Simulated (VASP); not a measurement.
Band structure of MgS (space group P6_3mc). Level of theory: r2SCAN meta-GGA, VASP's PBE PAW potentials (set 64) (plane waves; VASP).

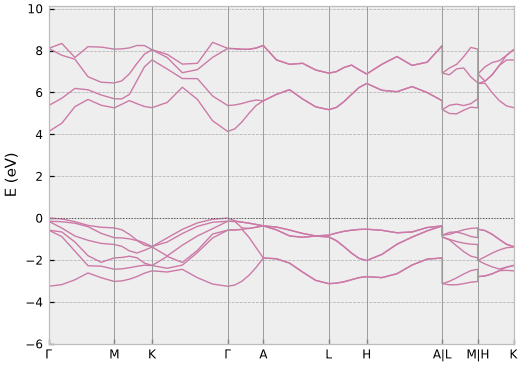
Figure: Bands along high-symmetry lines, zero at the valence-band maximum or, without a gap, the Fermi level

Task: Read the plot: is there a gap, and where are the band edges?

Result: The gap is direct, 4.13 eV, from the valence maximum at Γ to the conduction minimum at Γ.

The structure comes from a computed database's MgS entry (P6_3mc); how it stands against other phases isn't given here. It was relaxed first.
